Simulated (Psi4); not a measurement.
Property calculation of C₃HCl

C₃HCl, multiplicity 3, computed with HF/aug-cc-pCVDZ, UHF (Psi4 1.11).

The geometry comes from this level: GFN2-xTB.

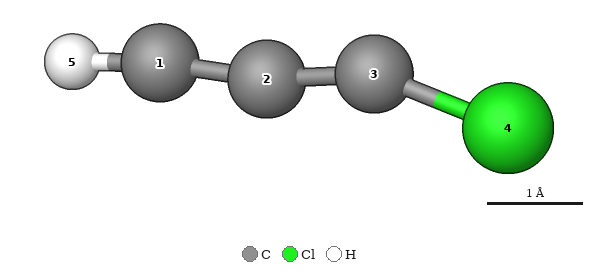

The structure as given in the input (ball-and-stick view, seen at a tilt; atoms are numbered from 1 in the order of the input).

## The input (input.json)
```
{
  "schema_name": "qcschema_input",
  "schema_version": 1,
  "molecule": {
    "schema_name": "qcschema_molecule",
    "schema_version": 2,
    "symbols": ["C", "C", "C", "Cl", "H"],
    "geometry": [2.2507583, 1.1329475, 0.53702237, 0.18831121, 0.08331802, 0.04903839, -1.79858463, -1.28469251, -0.13339577, -4.56459566, -2.10207465, -1.18791964, 3.92409189, 2.17052053, 0.73525464],
    "molecular_charge": 0,
    "molecular_multiplicity": 3,
    "fix_symmetry": "c1",
    "fix_com": true,
    "fix_orientation": true
  },
  "driver": "energy",
  "model": {
    "method": "scf",
    "basis": "aug-cc-pCVDZ"
  },
  "keywords": {
    "reference": "uhf",
    "scf_type": "pk",
    "d_convergence": 1e-05,
    "maxiter": 60,
    "scf_properties": ["MBIS_CHARGES", "LOWDIN_CHARGES"]
  }
}
```

Run on 1 thread of Intel Xeon (Granite Rapids), 192 GiB of memory available, shared host.

Command:
```bash
psi4 --qcschema input.json -n 1 --memory 1600MB
```

## The program's output
```
Psi4 1.11 release

   => Loading Basis Set <=

    Name: AUG-CC-PCVDZ
    Role: ORBITAL
    Keyword: BASIS

         ---------------------------------------------------------
                                   SCF
                              UHF Reference
                        1 Threads,   1525 MiB Core
         ---------------------------------------------------------

  ==> Geometry <==

    Molecular point group: c1
    Full point group: C1

    Geometry (in Bohr), charge = 0, multiplicity = 3:

       Center              X                  Y                   Z               Mass
    ------------   -----------------  -----------------  -----------------  -----------------
         C            2.250758300000     1.132947500000     0.537022370000    12.000000000000
         C            0.188311210000     0.083318020000     0.049038390000    12.000000000000
         C           -1.798584630000    -1.284692510000    -0.133395770000    12.000000000000
         CL          -4.564595660000    -2.102074650000    -1.187919640000    34.968852682000
         H            3.924091890000     2.170520530000     0.735254640000     1.007825032230

  Running in c1 symmetry.

  Rotational constants: A =     16.31791  B =      0.05530  C =      0.05511 [cm^-1]
  Rotational constants: A = 489198.64432  B =   1657.83356  C =   1652.24380 [MHz]
  Nuclear repulsion =  110.089023588454282

  Charge       = 0
  Multiplicity = 3
  Electrons    = 36
  Nalpha       = 19
  Nbeta        = 17

  ==> Algorithm <==

  SCF Algorithm Type is PK.
  DIIS enabled.
  MOM disabled.
  Fractional occupation disabled.
  Guess Type is SAD.
  Energy threshold   = 1.00e-06
  Density threshold  = 1.00e-05
  Integral threshold = 1.00e-12

  ==> Primary Basis <==

  Basis Set: AUG-CC-PCVDZ
    Blend: AUG-CC-PCVDZ
    Number of shells: 52
    Number of basis functions: 126
    Number of Cartesian functions: 135
    Spherical Harmonics?: true
    Max angular momentum: 2

  ==> Integral Setup <==

  Using in-core PK algorithm.
   Calculation information:
      Number of atoms:                   5
      Number of AO shells:              52
      Number of primitives:            144
      Number of atomic orbitals:       135
      Number of basis functions:       126

      Integral cutoff                 1.00e-12
      Number of threads:                 1

  Performing in-core PK
  Using 64024002 doubles for integral storage.
  We computed 855842 shell quartets total.
  Whereas there are 950131 unique shell quartets.

  ==> DiskJK: Disk-Based J/K Matrices <==

    J tasked:                  Yes
    K tasked:                  Yes
    wK tasked:                  No
    Memory [MiB]:             1144
    Schwarz Cutoff:          1E-12

  Minimum eigenvalue in the overlap matrix is 3.4903499356E-05.
  Reciprocal condition number of the overlap matrix is 4.8141697421E-06.
    Using symmetric orthogonalization.

  ==> Pre-Iterations <==

  SCF Guess: Superposition of Atomic Densities via on-the-fly atomic UHF (no occupation information).

   -------------------------
    Irrep   Nso     Nmo
   -------------------------
     A        126     126
   -------------------------
    Total     126     126
   -------------------------

  ==> Iterations <==

                        Total Energy        Delta E     RMS |[F,P]|

   @UHF iter SAD:  -572.77721894757929   -5.72777e+02   0.00000e+00
   @UHF iter   1:  -573.36723087123562   -5.90012e-01   3.58990e-03 ADIIS/DIIS
   @UHF iter   2:  -573.46739030256140   -1.00159e-01   2.56825e-03 ADIIS/DIIS
   @UHF iter   3:  -573.53166553980554   -6.42752e-02   7.29211e-04 ADIIS/DIIS
   @UHF iter   4:  -573.54509523320394   -1.34297e-02   4.91553e-04 ADIIS/DIIS
   @UHF iter   5:  -573.55253246643906   -7.43723e-03   2.86901e-04 ADIIS/DIIS
   @UHF iter   6:  -573.55601777291429   -3.48531e-03   1.11794e-04 ADIIS/DIIS
   @UHF iter   7:  -573.55648718968473   -4.69417e-04   3.76254e-05 DIIS
   @UHF iter   8:  -573.55653738879994   -5.01991e-05   1.84764e-05 DIIS
   @UHF iter   9:  -573.55655121596396   -1.38272e-05   8.52879e-06 DIIS
   @UHF iter  10:  -573.55655526636849   -4.05040e-06   3.06187e-06 DIIS
   @UHF iter  11:  -573.55655573778415   -4.71416e-07   1.19849e-06 DIIS
  Energy and wave function converged.

  ==> Post-Iterations <==

   @Spin Contamination Metric:   3.680209077E-01
   @S^2 Expected:                2.000000000E+00
   @S^2 Observed:                2.368020908E+00
   @S   Expected:                1.000000000E+00
   @S   Observed:                1.000000000E+00

    Orbital Energies [Eh]
    ---------------------

    Alpha Occupied:

       1A   -104.887434     2A    -11.323646     3A    -11.279271
       4A    -11.255241     5A    -10.611760     6A     -8.078577
       7A     -8.077582     8A     -8.076299     9A     -1.216764
      10A     -1.081578    11A     -0.969441    12A     -0.743762
      13A     -0.686823    14A     -0.591318    15A     -0.589534
      16A     -0.480958    17A     -0.477426    18A     -0.369620
      19A     -0.354599

    Alpha Virtual:

      20A      0.034367    21A      0.062775    22A      0.093217
      23A      0.096057    24A      0.103896    25A      0.112533
      26A      0.133699    27A      0.146701    28A      0.160730
      29A      0.174214    30A      0.175726    31A      0.176290
      32A      0.179624    33A      0.187154    34A      0.213330
      35A      0.259323    36A      0.263393    37A      0.272984
      38A      0.286645    39A      0.330176    40A      0.348308
      41A      0.387172    42A      0.392599    43A      0.429308
      44A      0.430926    45A      0.451588    46A      0.454458
      47A      0.508344    48A      0.534970    49A      0.549003
      50A      0.554268    51A      0.569029    52A      0.605480
      53A      0.612082    54A      0.641411    55A      0.711579
      56A      0.718476    57A      0.751912    58A      0.758338
      59A      0.763522    60A      0.775672    61A      0.805025
      62A      0.815961    63A      0.839095    64A      0.851244
      65A      0.871347    66A      0.885556    67A      0.900301
      68A      0.992796    69A      1.050170    70A      1.057743
      71A      1.154962    72A      1.160406    73A      1.243376
      74A      1.275893    75A      1.294493    76A      1.347763
      77A      1.365181    78A      1.376052    79A      1.384842
      80A      1.409732    81A      1.447554    82A      1.511862
      83A      1.525480    84A      1.530310    85A      1.582859
      86A      1.659942    87A      1.660626    88A      1.695953
      89A      1.702613    90A      1.750138    91A      1.797863
      92A      1.823646    93A      1.866038    94A      1.912631
      95A      1.992468    96A      2.006213    97A      2.209934
      98A      2.211307    99A      2.358559   100A      2.506060
     101A      2.696771   102A      2.786026   103A      2.953186
     104A      3.385504   105A      3.840382   106A     12.452668
     107A     12.453977   108A     12.833881   109A     15.993134
     110A     15.993157   111A     16.006607   112A     16.007117
     113A     16.031116   114A     19.977471   115A     20.211283
     116A     20.501584   117A     20.807104   118A     22.533451
     119A     22.646985   120A     22.844238   121A     22.850372
     122A     22.984228   123A     22.994632   124A     23.295410
     125A     24.623707   126A     24.874059

    Beta Occupied:

       1A   -104.886528     2A    -11.282765     3A    -11.280664
       4A    -11.244519     5A    -10.610855     6A     -8.080858
       7A     -8.073668     8A     -8.073610     9A     -1.183137
      10A     -1.069495    11A     -0.863524    12A     -0.714008
      13A     -0.661078    14A     -0.526604    15A     -0.526219
      16A     -0.439672    17A     -0.437801

    Beta Virtual:

      18A      0.035236    19A      0.061065    20A      0.073692
      21A      0.074517    22A      0.093668    23A      0.100081
      24A      0.111034    25A      0.122107    26A      0.142549
      27A      0.151557    28A      0.166506    29A      0.183348
      30A      0.183667    31A      0.190283    32A      0.197167
      33A      0.202460    34A      0.240388    35A      0.274686
      36A      0.280367    37A      0.298087    38A      0.303205
      39A      0.345240    40A      0.364368    41A      0.399123
      42A      0.402903    43A      0.444397    44A      0.445780
      45A      0.472788    46A      0.475098    47A      0.520443
      48A      0.554527    49A      0.573183    50A      0.575368
      51A      0.590667    52A      0.615723    53A      0.635536
      54A      0.658684    55A      0.731894    56A      0.733819
      57A      0.764268    58A      0.770745    59A      0.780714
      60A      0.797524    61A      0.809293    62A      0.823111
      63A      0.862051    64A      0.870548    65A      0.909237
      66A      0.938791    67A      0.942584    68A      0.999240
      69A      1.065478    70A      1.070378    71A      1.176201
      72A      1.178221    73A      1.249672    74A      1.287755
      75A      1.306265    76A      1.358824    77A      1.375631
      78A      1.384271    79A      1.397091    80A      1.417477
      81A      1.459014    82A      1.522078    83A      1.547186
      84A      1.550179    85A      1.601238    86A      1.690906
      87A      1.704777    88A      1.761500    89A      1.771432
      90A      1.771792    91A      1.830150    92A      1.841608
      93A      1.898102    94A      1.933448    95A      2.005505
      96A      2.018217    97A      2.231129    98A      2.232748
      99A      2.363939   100A      2.519936   101A      2.722969
     102A      2.806240   103A      2.971752   104A      3.389613
     105A      3.850472   106A     12.457229   107A     12.458309
     108A     12.831110   109A     15.994433   110A     15.994450
     111A     16.006813   112A     16.007223   113A     16.030810
     114A     19.985103   115A     20.238184   116A     20.503114
     117A     20.810369   118A     22.548205   119A     22.660891
     120A     22.872501   121A     22.877675   122A     22.983266
     123A     22.991594   124A     23.303107   125A     24.623182
     126A     24.881696

    Final Occupation by Irrep:
              A
    DOCC [    17 ]
    SOCC [     2 ]
    NA   [    19 ]
    NB   [    17 ]

  @UHF Final Energy:  -573.55655573778415

   => Energetics <=

    Nuclear Repulsion Energy =            110.0890235884542818
    One-Electron Energy =               -1006.1846057261709575
    Two-Electron Energy =                 322.5390263999325384
    Total Energy =                       -573.5565557377840378

  UHF NO Occupations:
  HONO-2 :   17  A 1.9060591
  HONO-1 :   18  A 1.0000000
  HONO-0 :   19  A 1.0000000
  LUNO+0 :   20  A 0.0939409
  LUNO+1 :   21  A 0.0785430
  LUNO+2 :   22  A 0.0080768
  LUNO+3 :   23  A 0.0055414

Computation Completed

Properties will be evaluated at   0.000000,   0.000000,   0.000000 [a0]

Properties computed using the SCF density matrix

 Multipole Moments:

 ------------------------------------------------------------------------------------
     Multipole            Electronic (a.u.)      Nuclear  (a.u.)        Total (a.u.)
 ------------------------------------------------------------------------------------

 L = 1.  Multiply by 2.5417464519 to convert [e a0] to [Debye]
 Dipole X            :         70.1373714          -69.8311250            0.3062464
 Dipole Y            :         34.2048593          -33.9753105            0.2295488
 Dipole Z            :         16.7494908          -16.7433893            0.0061015
 Magnitude           :                                                    0.3827751

 ------------------------------------------------------------------------------------
  Lowdin Charges: (a.u.)
   Center  Symbol    Alpha    Beta     Spin     Total
       1     C     3.33247  2.43199  0.90047  0.23554
       2     C     3.05881  3.18715 -0.12834 -0.24596
       3     C     3.73027  2.75388  0.97639 -0.48415
       4    CL     8.29054  8.11144  0.17910  0.59803
       5     H     0.58792  0.51554  0.07238 -0.10346

  Total alpha = 19.00000, Total beta = 17.00000, Total charge =  0.00000
  ==> Computing MBIS Charges <==

  Electron Count from Grid (Expected Number): 36.00000 (36.00000)
  Difference:  0.00000

  MBIS Charges: (a.u.)
   Center  Symbol  Z      Pop.       Charge
      1       C    6    6.209316   -0.209316
      2       C    6    6.088707   -0.088707
      3       C    6    5.902820    0.097180
      4      CL   17   17.035468   -0.035468
      5       H    1    0.763690    0.236310

  MBIS Dipoles: [e a0]
   Center  Symbol  Z        X           Y           Z
      1       C    6    0.035039    0.008042    0.016918
      2       C    6   -0.011722    0.017374   -0.020438
      3       C    6   -0.095345   -0.021805   -0.040718
      4      CL   17   -0.109397   -0.029720   -0.043416
      5       H    1    0.061084    0.037567    0.007595

  MBIS Quadrupoles: [e a0^2]
   Center  Symbol  Z      XX        XY        XZ        YY        YZ        ZZ
      1       C    6   -4.8838   -0.1401   -0.0354   -4.7155   -0.0368   -4.6459
      2       C    6   -4.6793   -0.2182   -0.0263   -4.4956   -0.0405   -4.3563
      3       C    6   -4.3146   -0.1286   -0.0866   -4.0707   -0.0340   -4.0380
      4      CL   17   -9.0048    0.1809    0.1735   -9.4423    0.0536   -9.4517
      5       H    1   -0.3826    0.0114    0.0038   -0.3958    0.0014   -0.4021

  MBIS Octupoles: [e a0^3]
   Center  Symbol  Z      XXX       XXY       XXZ       XYY       XYZ       XZZ       YYY       YYZ       YZZ       ZZZ
      1       C    6    0.1585    0.0681    0.0426    0.0524    0.0140    0.0169    0.0136    0.0113   -0.0038    0.0176
      2       C    6   -0.1368    0.0967   -0.0681   -0.0234    0.0058   -0.0801    0.0863   -0.0436    0.0134   -0.1859
      3       C    6   -0.0045    0.0604    0.1272   -0.1707    0.0533   -0.0560   -0.0395   -0.0689    0.0201   -0.2216
      4      CL   17   -1.6157   -0.5183   -0.6798   -0.0801   -0.2119   -0.1865    0.0491   -0.0369   -0.0498   -0.0246
      5       H    1    0.0675    0.0127    0.0035    0.0216    0.0006    0.0226    0.0395    0.0038    0.0136    0.0095

  MBIS Radial Moments:
   Center  Symbol  Z      [a0^2]      [a0^3]      [a0^4]
      1       C    6   14.245331   35.121939   104.468896
      2       C    6   13.531242   32.846179   95.861602
      3       C    6   12.423261   29.393867   83.459154
      4      CL   17   27.898805   66.016235   188.902269
      5       H    1    1.180450    2.075541    4.382844

  MBIS Valence Widths: [a0]
   Center  Symbol  Z     Width
      1       C    6    0.514601
      2       C    6    0.508180
      3       C    6    0.497721
      4      CL   17    0.523516
      5       H    1    0.363400

  MBIS Valence Charges: (a.u.)
   Center  Symbol  Z     Charge
      1       C    6   -4.554839
      2       C    6   -4.438965
      3       C    6   -4.253044
      4      CL   17   -8.427417
      5       H    1   -0.763690

	total time  =         10 seconds =       0.17 minutes

    Psi4 run time: 0:00:10.14
```

## File result.json
```
{
 "driver": "energy",
 "model": {
  "method": "scf",
  "basis": "aug-cc-pCVDZ"
 },
 "success": true,
 "return_result": -573.5565557377842,
 "properties": {
  "calcinfo_nbasis": 126,
  "calcinfo_nmo": 126,
  "calcinfo_nalpha": 19,
  "calcinfo_nbeta": 17,
  "calcinfo_natom": 5,
  "nuclear_repulsion_energy": 110.08902358845428,
  "return_energy": -573.5565557377842,
  "scf_one_electron_energy": -1006.184605726171,
  "scf_two_electron_energy": 322.53902639993254,
  "scf_dipole_moment": [0.3062463814602836, 0.229548834376736, 0.006101535412444292],
  "scf_total_energy": -573.5565557377842,
  "scf_iterations": 11
 }
}
```

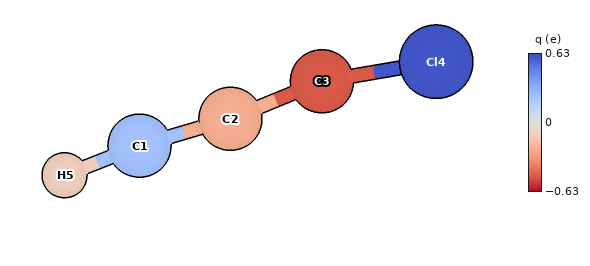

Löwdin charges, as the colour of each atom (ball-and-stick view, seen at an oblique angle; atoms are numbered from 1 in the order of the input). By element: C −0.48 to +0.24, Cl +0.60 and H −0.10 e.

## Results in brief

| quantity | value |
| --- | --- |
| outcome | converged |
| total energy | −573.556556 hartree |
| basis functions | 126 |
| ⟨S²⟩ | 2.368 |
| dipole moment | 0.97 D |
| wall time | 11 s |
| peak memory | 0.75 GiB |

## Remarks

Settings chosen away from the usual ones: d_convergence set to 1e-05. The record of the run, not the program, notes: spin contaminated. ⟨S²⟩ is 2.37 against 2.00 for a pure state: the solution is spin-contaminated.
